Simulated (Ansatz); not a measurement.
C2H5ClZn (SMILES C[CH2][Zn][Cl])

```
atom    x (Å)    y (Å)    z (Å)
   C   0.4324   1.0999  -0.0447
   C  -0.6184   0.0027  -0.1911
  Zn  -0.0148  -1.7838   0.2634
  Cl   0.6449  -3.7278   0.7584
   H   0.0232   2.0781  -0.3176
   H   1.3001   0.9252  -0.6853
   H   0.8007   1.1811   0.9808
   H  -1.4880   0.2164   0.4381
   H  -0.9916  -0.0378  -1.2191
```

Geometry: PBE0-D4/def2-TZVP.

Method: RKS PBE0-D4/def2-TZVPP (Ansatz).

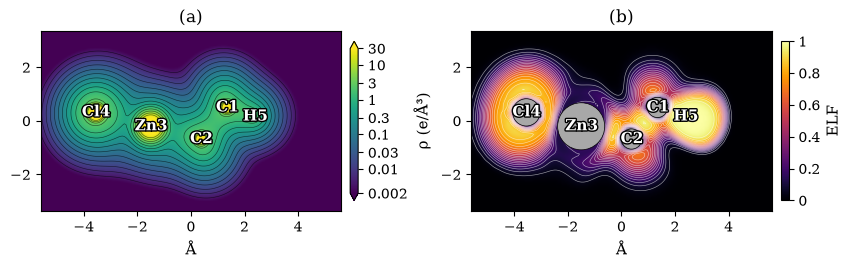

Figure 1. (a) total electron density; (b) electron localisation function on the plane of atoms C1, C2 and Zn3. Grey discs cover the atomic cores in the ELF map.

**Interpret the plot.**

- Atoms in the plane: C, Zn, Cl and H.
- C–C (1.53 Å): the density is about 1.6 e/Å³ at the midpoint; the ELF peaks at about 0.95 between the atoms (a shared electron pair).
- C–Zn (1.94 Å): the density is about 0.78 e/Å³ at the midpoint; the ELF peaks at about 0.90 in the valence shell of C, 0.7 Å from its nucleus, and is about 0.45 at the midpoint.
- Zn–Cl (2.11 Å): the density is about 0.72 e/Å³ at the midpoint; the ELF peaks at about 0.85 in the valence shell of Cl, 0.8 Å from its nucleus, and is about 0.50 at the midpoint.
- C–H (1.09 Å): the density is about 2 e/Å³ at the midpoint; the ELF climbs to about 1 towards the hydrogen, as it does in any bond to H; a covalent bond by its length.
- The ELF also peaks beside Cl4, away from the bonds: lone-pair regions.

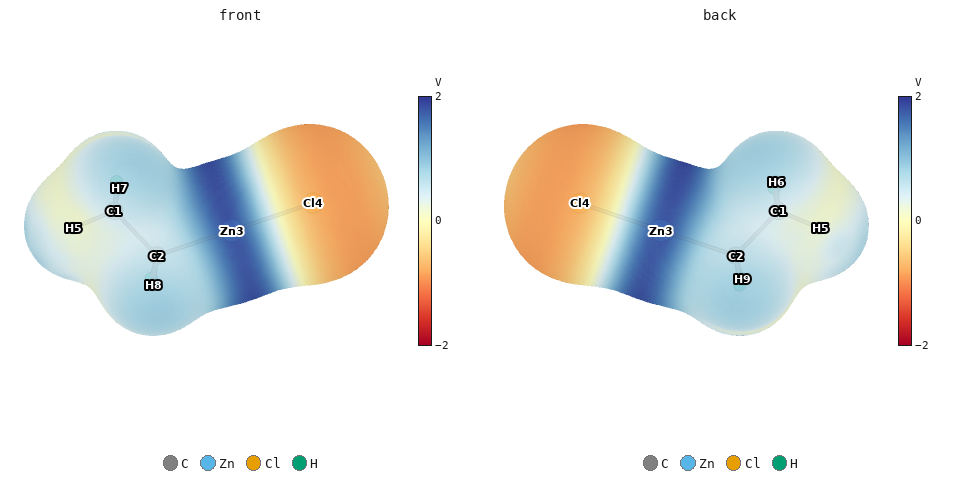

Figure 2. The molecular electrostatic potential painted on the density surface at 0.002 e/bohr³, seen from the front and from behind; red is negative and blue positive.

**Which sites attract a positive test charge, and which a negative one?**

A positive charge is drawn to the negative regions and a negative charge to the positive ones. The most negative region (about −0.9 V, or −21 kcal/mol for a unit charge) lies over Cl4, the most positive (about +1.8 V, or +42 kcal/mol for a unit charge) over Zn3.

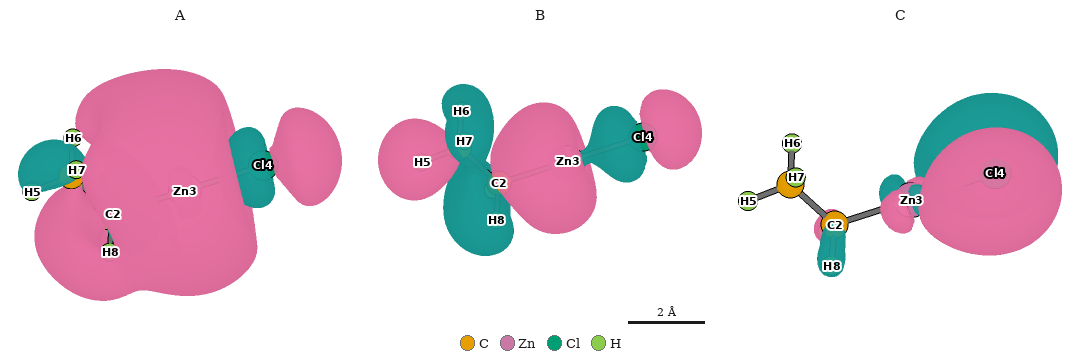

Figure 3. Three frontier orbitals at ±0.05 Å⁻³ᐟ² (teal and pink are the two phases), in no order.

**Order the three orbitals by energy and name them.**

C is the HOMO−1 (−8.61 eV). Its weight (Hirshfeld) is mainly on Cl4 (about 90 %) and Zn3 (about 10 %); largely a lone pair of Cl4. B is the HOMO (−7.91 eV). By Hirshfeld shares it lies mainly on C2 (about 35 %), Zn3 (about 25 %), Cl4 (about 10 %), C1 (about 10 %) and H5 (about 5 %). A is the LUMO (−0.46 eV). Its weight (Hirshfeld) is mainly on Zn3 (about 50 %), Cl4 (about 15 %) and C2 (about 15 %).

**What is the HOMO–LUMO gap?**

7.45 eV between the orbital energies.
